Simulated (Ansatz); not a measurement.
# EuNi: two electronic states of one cell

Aim: solve EuNi (a borrowed structure type, volume estimated) from each of its saved states, at one geometry and mesh, and see which is lowest and how they differ.

Computed, not measured: Ansatz 0.2.0, DFT, PBE, with U_eff = 6.52 eV on Eu f, plane waves, PAW.

## Step 1: The system as given

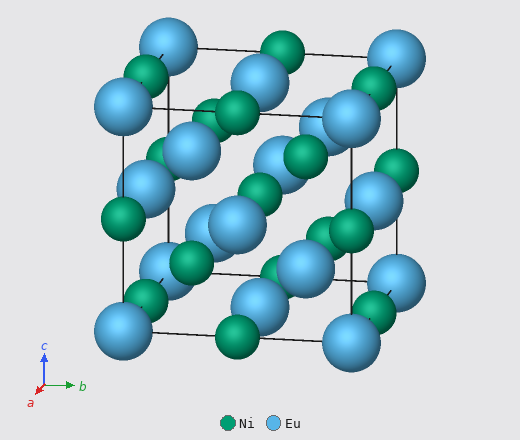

The structure slightly off an axis: nickel teal, europium blue. The cell drawn here is the conventional one.

The structure is cubic, space group Fd-3m (No. 227). The conventional cell has a = 7.468 Å, b = 7.468 Å, c = 7.468 Å, α = 90.00°, β = 90.00°, γ = 90.00°. Around Ni (site symmetry -43m) lie 4 Ni at 3.23 Å and 4 Eu at 3.23 Å. Eu (site symmetry -43m) has 4 Ni at 3.23 Å and 4 Eu at 3.23 Å as nearest neighbours.

In its conventional cell, by symmetry (the run takes the cell typed in the input):

```cif
data_structure
_symmetry_space_group_name_H-M 'Fd-3m:1'
_symmetry_Int_Tables_number 227
_cell_length_a 7.4678
_cell_length_b 7.4678
_cell_length_c 7.4678
_cell_angle_alpha 90.000
_cell_angle_beta 90.000
_cell_angle_gamma 90.000
_cell_volume 416.47
loop_
_atom_site_label
_atom_site_type_symbol
_atom_site_symmetry_multiplicity
_atom_site_Wyckoff_symbol
_atom_site_fract_x
_atom_site_fract_y
_atom_site_fract_z
_atom_site_occupancy
Ni1 Ni 8 a 0.50000 0.00000 0.50000 1
Eu1 Eu 8 b 0.00000 0.00000 0.50000 1
```

The states: A, Ni1 down, Ni2 down, Eu3 up, Eu4 up (collinear spin); B, Eu3 up, Eu4 down (collinear spin). Each run reads its own saved solution as saved_state.

## Step 2: Run from state A

input.yaml reads:

```yaml
crystal:
  lattice:
    - [0.0, 3.73391919, 3.73391919]
    - [3.73391919, 0.0, 3.73391919]
    - [3.73391919, 3.73391919, 0.0]
  atoms:
    - { symbol: Ni, position: [0.5, 0.5, 0.5] }
    - { symbol: Ni, position: [0.75, 0.75, 0.75] }
    - { symbol: Eu, position: [0.0, 0.0, 0.0] }
    - { symbol: Eu, position: [0.25, 0.25, 0.25] }
kpoints:
  mp_grid: { grid: [6, 6, 6], shift: [0, 0, 0] }
  band_path:
    path:
      - [0.0, 0.0, 0.0]
      - [0.5, 0.0, 0.5]
      - [0.625, 0.25, 0.625]
      - [0.375, 0.375, 0.75]
      - [0.0, 0.0, 0.0]
      - [0.5, 0.5, 0.5]
      - [0.5, 0.25, 0.75]
      - [0.5, 0.0, 0.5]
    npoints: 8
magnetization:
  spin_polarized: true
scf:
  occupations: { method: fermi_dirac }
  lower_state_search: "off"
  max_iter: 200
hamiltonian:
  pseudopotentials: { kind: paw }
  xc: pbe
  hubbard:
    projectors: all-electron-ortho-atomic
    sites: [{ species: Eu, l: f, u_eff: 6.52 }]
basis:
  ecutwfc: 420
  fft_grid_basis: typed
output:
  forces: true
  stress: true
  eigenvalues: true
  bader: true
  populations: true
  elf: true
  write_potential: true
  volumetric_format: npy
  dos:
    e_range: [-12, 8]
    de: 0.05
    projected: { site_lists: { Eu: [Eu], Ni: [Ni] } }
checkpoint:
  read: saved_state
```

Standard output (excerpt; [...] marks lines left out):

```text
Warning: checkpoint.read: basis.xc_grid differs: saved 1, current 2 (points along each axis for each point of the dense box; where the key is left out runs that use forces, runs that use the stress, dielectric runs by a finite field, finite-displacement phonons, runs of [...]
Warning: RAYON_NUM_THREADS=1 ignored (pool sized by the plan → 1); use --threads N
Ni: projections on atomic orbitals take those of the free atom [Ne] 3s2 3p6 3d8 4s2, of charge +0.00 (hamiltonian.pseudopotentials.projection_atoms); the dataset's partial waves leave at most 1.6e-6 of an orbital's norm unspanned inside its sphere
Eu: projections on atomic orbitals take those of the free atom [Kr 4d10] 4f7 5s2 5p6 5d0 6s2, of charge +0.00 (hamiltonian.pseudopotentials.projection_atoms); the dataset's partial waves leave at most 1.0e-3 of an orbital's norm unspanned inside its sphere
band count auto-derived: 48, from the close of a first SCF at 47 (N_el = 70.0; filled up to band 35; 42 by the electrons, moments and atoms)
[...]
Pseudopotentials: kind: paw
Pseudopotential: Ni, paw, valence charge 18, recommended cutoff 420 eV (normal), Ni.paw.azcp
Pseudopotential: Eu, paw, valence charge 17, recommended cutoff 420 eV (normal), Eu.paw.azcp
Functional definition: PBE
[...]
Crystal: 4 atoms, lattice volume = 104.118 Å³
Basis set: ecut = 420 eV, 2085 PW (Γ), exchange–correlation on 72×72×72 points (8 copies of the dense FFT grid, shifted against one another)
Bands: 47, of which v1, the nominal top of the filled ones, is band 35 counted from 1 (34 counted from 0)
Symmetry: 48 space group operations
[...]
NSCF: frozen V_eff on 57 k-points
SCF converged after 16 iterations (13 of them on 47 bands)
Magnetization: 14.1591 μB (42.0795 up, 27.9205 down)
Absolute magnetization: 15.8402 μB (∫|ρ↑−ρ↓|, with the PAW one-centre terms)
Spin contamination: 0.4476 ħ² per cell (⟨S²⟩ above its minimum at these occupations)
Per-site moments (μB) at R_I (Å): [(-0.37695733417588817, 1.3338884106150133), (-0.3769573341758892, 1.3338884106150133), (7.068484771646279, 1.3338884106150133), (7.0684847716462755, 1.3338884106150133)]
Free energy (F): -29210.311690 eV
[...]
E sigma→0 (E₀):  -29210.230441 eV
Entropy (-TS):   -0.162499 eV (-40.625 meV/atom)
Fermi energy:    10.604672 eV
[...]
--- Forces (eV/Å), atoms counted from 1 ---
  atom   1  Ni     0.00000000    -0.00000000    -0.00000000
  atom   2  Ni     0.00000000     0.00000000     0.00000000
  atom   3  Eu    -0.00000000     0.00000000     0.00000000
  atom   4  Eu     0.00000000    -0.00000000    -0.00000000
[...]
--- Stress (GPa, compression-positive) ---
       -6.363978      -0.000000       0.000000
        0.000000      -6.363978       0.000000
        0.000000       0.000000      -6.363978
  P = ⅓ Tr σ = -6.3640 GPa (-63.640 kbar)
--- Band table (eV; the first three rows and the last of 32) ---
[...]
Occupation matrices written to <dir>
--- Löwdin populations: 4 sites ---
  site symbol       q [e]    m [muB]
     0     Ni     17.6558    -0.4505
     1     Ni     17.6558    -0.4505
     2     Eu     17.2056     7.5023
     3     Eu     17.2056     7.5023
  spilling = 0.003962 (of n_electrons = 70.000000)
--- Bader charges: 4 sites ---
  site symbol  charge [e]  shift [e]    m [muB]
     0     Ni     -0.8646     0.0000    -0.2150
     1     Ni     -0.8646     0.0000    -0.2150
     2     Eu      0.8646     0.0000     7.2945
     3     Eu      0.8646     0.0000     7.2945
  estimated error of the sums over rays = 5.0e-4 e
```

It took 35 s on 1 thread of an x86-64 CPU, shared host; peak memory 0.86 GiB.

## Step 3: State A: levels and charges

States per cell by energy window, from dos.tsv and pdos.tsv (tetrahedra; eV from the Fermi level):

| from | to | total | up | down | Eu d | Eu f | Ni d |
| --- | --- | --- | --- | --- | --- | --- | --- |
| -5.0 | -4.0 | 0.21 | 0.16 | 0.05 | 0.01 | 0.00 | 0.00 |
| -4.0 | -3.0 | 0.98 | 0.67 | 0.31 | 0.17 | 0.11 | 0.02 |
| -3.0 | -2.0 | 15.38 | 14.62 | 0.78 | 0.70 | 13.68 | 0.22 |
| -2.0 | -1.0 | 8.09 | 2.40 | 5.69 | 1.20 | 0.09 | 5.99 |
| -1.0 | 0.0 | 13.17 | 8.13 | 5.04 | 0.94 | 0.08 | 11.67 |
| 0.0 | 1.0 | 3.66 | 2.01 | 1.65 | 1.94 | 0.03 | 0.87 |

The bands computed are complete only to about 2.0 eV above the Fermi level.

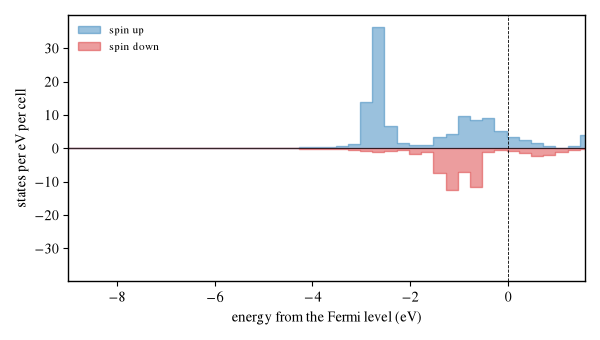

Density of states by spin, in bins of 0.25 eV.

By element, from the tables in the log (a charge is positive for electrons lost): Löwdin charges also hold the electrons that the projection spills.

| element | atoms | Bader charge (e) | Bader volume (Å³) | Löwdin charge (e) | Bader moment, size (μB) |
| --- | --- | --- | --- | --- | --- |
| Ni | 2 | -0.86 | 27.7 | +0.34 | 0.21 |
| Eu | 2 | +0.86 | 24.4 | -0.20 | 7.29 |

Löwdin charges rest on a small set of atomic orbitals that misses 0.4 % of the electrons, so they need not add up to the cell's charge and can differ from Bader's even in sign.

Eigenvalues of the corrected shells' occupation matrices:

| atom | shell | spin | eigenvalues |
| --- | --- | --- | --- |
| Eu3 | f | up | 0.99 0.99 0.99 0.99 1.00 1.00 1.00 |
| Eu3 | f | down | 0.00 0.00 0.00 0.00 0.00 0.00 0.00 |
| Eu4 | f | up | 0.99 0.99 0.99 0.99 1.00 1.00 1.00 |
| Eu4 | f | down | 0.00 0.00 0.00 0.00 0.00 0.00 0.00 |

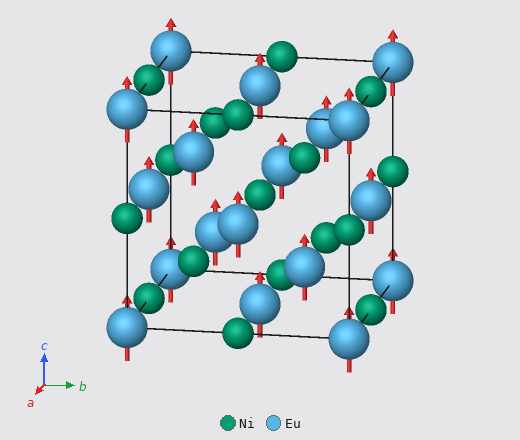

Site moments over 0.3 μB, as arrows (short ones can be hidden in their spheres; values hang on how the density is shared out, so they can differ from the log's spheres): up red, down blue; without spin-orbit coupling their axis is free, so they are drawn up the page.

## Step 4: State B: the run

input.yaml: that of step 2 with these lines changed.

```diff
@@ -6,19 +6,8 @@
   atoms:
-    - { symbol: Ni, position: [0.5, 0.5, 0.5] }
-    - { symbol: Ni, position: [0.75, 0.75, 0.75] }
-    - { symbol: Eu, position: [0.0, 0.0, 0.0] }
-    - { symbol: Eu, position: [0.25, 0.25, 0.25] }
+    - { symbol: Ni, position: [0.5, 0.5, 0.5], spin: 2.0 }
+    - { symbol: Ni, position: [0.75, 0.75, 0.75], spin: -2.0 }
+    - { symbol: Eu, position: [0.0, 0.0, 0.0], spin: 7.0 }
+    - { symbol: Eu, position: [0.25, 0.25, 0.25], spin: -7.0 }
 kpoints:
   mp_grid: { grid: [6, 6, 6], shift: [0, 0, 0] }
-  band_path:
-    path:
-      - [0.0, 0.0, 0.0]
-      - [0.5, 0.0, 0.5]
-      - [0.625, 0.25, 0.625]
-      - [0.375, 0.375, 0.75]
-      - [0.0, 0.0, 0.0]
-      - [0.5, 0.5, 0.5]
-      - [0.5, 0.25, 0.75]
-      - [0.5, 0.0, 0.5]
-    npoints: 8
 magnetization:
```

Standard output (excerpt; [...] marks lines left out):

```text
Warning: checkpoint.read: basis.xc_grid differs: saved 1, current 2 (points along each axis for each point of the dense box; where the key is left out runs that use forces, runs that use the stress, dielectric runs by a finite field, finite-displacement phonons, runs of [...]
Warning: RAYON_NUM_THREADS=1 ignored (pool sized by the plan → 1); use --threads N
Ni: projections on atomic orbitals take those of the free atom [Ne] 3s2 3p6 3d8 4s2, of charge +0.00 (hamiltonian.pseudopotentials.projection_atoms); the dataset's partial waves leave at most 1.6e-6 of an orbital's norm unspanned inside its sphere
Eu: projections on atomic orbitals take those of the free atom [Kr 4d10] 4f7 5s2 5p6 5d0 6s2, of charge +0.00 (hamiltonian.pseudopotentials.projection_atoms); the dataset's partial waves leave at most 1.0e-3 of an orbital's norm unspanned inside its sphere
[...]
Pseudopotentials: kind: paw
Pseudopotential: Ni, paw, valence charge 18, recommended cutoff 420 eV (normal), Ni.paw.azcp
[...]
Fermi energy:    10.602455 eV
[...]
--- Forces (eV/Å), atoms counted from 1 ---
  atom   1  Ni     0.00000000    -0.00000000     0.00000000
  atom   2  Ni    -0.00000000     0.00000000     0.00000000
  atom   3  Eu    -0.00000000     0.00000000    -0.00000000
  atom   4  Eu     0.00000000     0.00000000    -0.00000000
[...]
--- Stress (GPa, compression-positive) ---
       -6.340060      -0.000000       0.000000
        0.000000      -6.340060      -0.000000
        0.000000      -0.000000      -6.340060
  P = ⅓ Tr σ = -6.3401 GPa (-63.401 kbar)
--- Band table (eV; the first three rows and the last of 32) ---
[...]
Occupation matrices written to <dir>
--- Löwdin populations: 4 sites ---
  site symbol       q [e]    m [muB]
     0     Ni     17.6648     0.1035
     1     Ni     17.6648    -0.1041
     2     Eu     17.1958     7.1459
     3     Eu     17.1958    -7.1457
  spilling = 0.003983 (of n_electrons = 70.000000)
--- Bader charges: 4 sites ---
  site symbol  charge [e]  shift [e]    m [muB]
     0     Ni     -0.8799     0.0000     0.0661
     1     Ni     -0.8799     0.0000    -0.0667
     2     Eu      0.8798     0.0000     7.0124
     3     Eu      0.8799     0.0000    -7.0122
  estimated error of the sums over rays = 4.1e-4 e
```

Run time: 32 s. Hardware: 1 thread of an x86-64 CPU, shared host; peak memory 0.65 GiB.

## Step 5: State B: levels and charges

Counts of states in windows (eV from the Fermi level; tetrahedra), total and projected:

| from | to | total | up | down | Eu s | Eu d | Eu f | Ni s | Ni d |
| --- | --- | --- | --- | --- | --- | --- | --- | --- | --- |
| -5.0 | -4.0 | 0.19 | 0.09 | 0.09 | 0.11 | 0.01 | 0.00 | 0.07 | 0.00 |
| -4.0 | -3.0 | 0.95 | 0.47 | 0.47 | 0.31 | 0.14 | 0.10 | 0.36 | 0.01 |
| -3.0 | -2.0 | 15.30 | 7.64 | 7.64 | 0.17 | 0.65 | 13.64 | 0.56 | 0.20 |
| -2.0 | -1.0 | 5.86 | 2.93 | 2.93 | 0.48 | 1.23 | 0.12 | 0.30 | 3.63 |
| -1.0 | 0.0 | 15.47 | 7.74 | 7.74 | 0.14 | 0.93 | 0.08 | 0.11 | 14.01 |
| 0.0 | 1.0 | 3.91 | 1.95 | 1.95 | 0.40 | 2.14 | 0.03 | 0.08 | 0.90 |
| 1.0 | 2.0 | 1.91 | 0.96 | 0.96 | 0.24 | 1.21 | 0.01 | 0.05 | 0.28 |
| 2.0 | 3.0 | 5.79 | 2.90 | 2.90 | 0.17 | 4.48 | 0.04 | 0.21 | 0.53 |
| 3.0 | 4.0 | 2.69 | 1.35 | 1.35 | 0.15 | 1.82 | 0.03 | 0.19 | 0.17 |
| 4.0 | 5.0 | 3.02 | 1.51 | 1.51 | 0.33 | 1.45 | 0.05 | 0.71 | 0.07 |

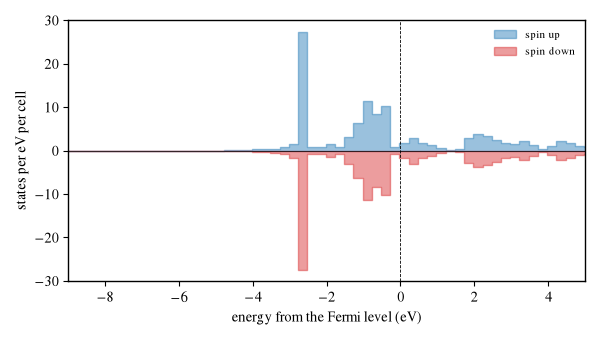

Density of states by spin, in bins of 0.25 eV.

Gathered by element (positive charge: electrons given up): Löwdin charges also hold the electrons that the projection spills.

| element | atoms | Bader charge (e) | Bader volume (Å³) | Löwdin charge (e) | Bader moment, size (μB) |
| --- | --- | --- | --- | --- | --- |
| Ni | 2 | -0.88 | 27.8 | +0.34 | 0.07 |
| Eu | 2 | +0.88 | 24.3 | -0.20 | 7.01 |

The Löwdin projection spills 0.4 % of the electrons and depends on the orbitals chosen; where it disagrees with Bader's partition, neither is an observable.

Occupation eigenvalues of the Hubbard shells:

| atom | shell | spin | eigenvalues |
| --- | --- | --- | --- |
| Eu3 | f | up | 0.99 0.99 0.99 0.99 1.00 1.00 1.00 |
| Eu3 | f | down | 0.00 0.00 0.00 0.00 0.00 0.00 0.00 |
| Eu4 | f | up | 0.00 0.00 0.00 0.00 0.00 0.00 0.00 |
| Eu4 | f | down | 0.99 0.99 0.99 0.99 1.00 1.00 1.00 |

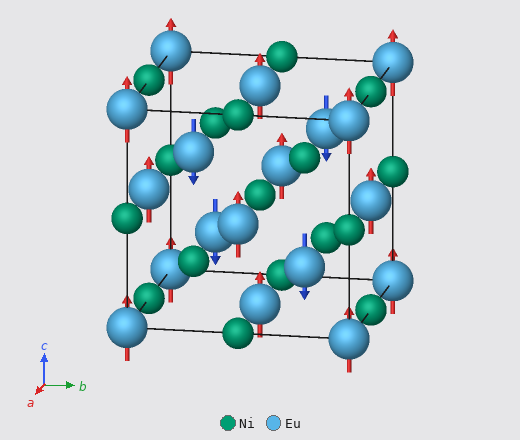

Site moments over 0.3 μB, as arrows (short ones can be hidden in their spheres; values hang on how the density is shared out, so they can differ from the log's spheres): up red, down blue; without spin-orbit coupling their axis is free, so they are drawn up the page.

## Step 6: Comparison

| state | free energy (meV/atom) | largest site moment (μB) | size of the net moment (μB/cell) | gap (eV) | pressure (GPa) | largest force (eV/Å) | SCF cycles |
| --- | --- | --- | --- | --- | --- | --- | --- |
| A | 0.0 | 7.07 | 14.16 | metal | -6.4 | 0.00 | 16 |
| B | 26.7 | 6.93 | 0.00 | metal | -6.3 | 0.00 | 18 |

**Reading.** State A lies lowest, 26.7 meV per atom under state B. Every run converged, so convergence alone does not show that a state is the lowest.
